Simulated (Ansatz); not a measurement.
SrZnC₆ (space group Fm-3m, No. 225). Coordinates: coordinates from a relaxation with DFT PBE, scalar-relativistic, plane waves, PAW (Ansatz 0.2.0); the starting structure was generated, so it need not be a known form of this composition.

```
Sr Zn C
1.0
     9.10315    0.00000    0.00000
     0.00000    9.10315    0.00000
     0.00000    0.00000    9.10315
Sr Zn C
4 4 24
Direct
  0.50000 0.00000 0.00000
  0.50000 0.50000 0.50000
  0.00000 0.00000 0.50000
  0.00000 0.50000 0.00000
  0.00000 0.00000 0.00000
  0.00000 0.50000 0.50000
  0.50000 0.00000 0.50000
  0.50000 0.50000 0.00000
  0.20586 0.00000 0.00000
  0.79414 0.00000 0.00000
  0.50000 0.70586 0.00000
  0.50000 0.29414 0.00000
  0.50000 0.00000 0.70586
  0.00000 0.00000 0.79414
  0.20586 0.50000 0.50000
  0.79414 0.50000 0.50000
  0.50000 0.20586 0.50000
  0.50000 0.79414 0.50000
  0.50000 0.50000 0.20586
  0.00000 0.50000 0.29414
  0.70586 0.00000 0.50000
  0.29414 0.00000 0.50000
  0.00000 0.70586 0.50000
  0.00000 0.29414 0.50000
  0.00000 0.00000 0.20586
  0.50000 0.00000 0.29414
  0.70586 0.50000 0.00000
  0.29414 0.50000 0.00000
  0.00000 0.20586 0.00000
  0.00000 0.79414 0.00000
  0.00000 0.50000 0.70586
  0.50000 0.50000 0.79414
```

Describe how the polyhedra about Zn are linked (bonds: C–Zn below 2.1 Å).

Zn: ZnC6 octahedron. The octahedra are isolated from each other. Their corner atoms also have Sr as close neighbours (those links are not drawn).

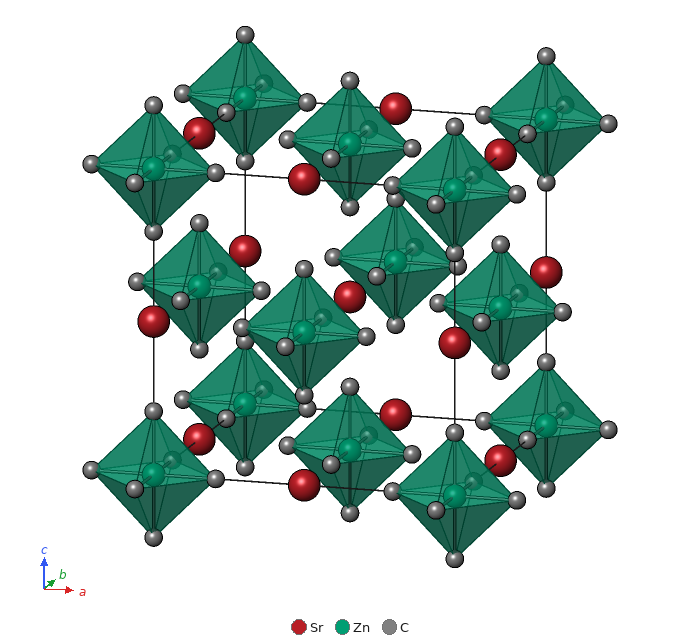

Polyhedra are drawn about Zn (bonds: C–Zn below 2.1 Å); other atoms are plain spheres.
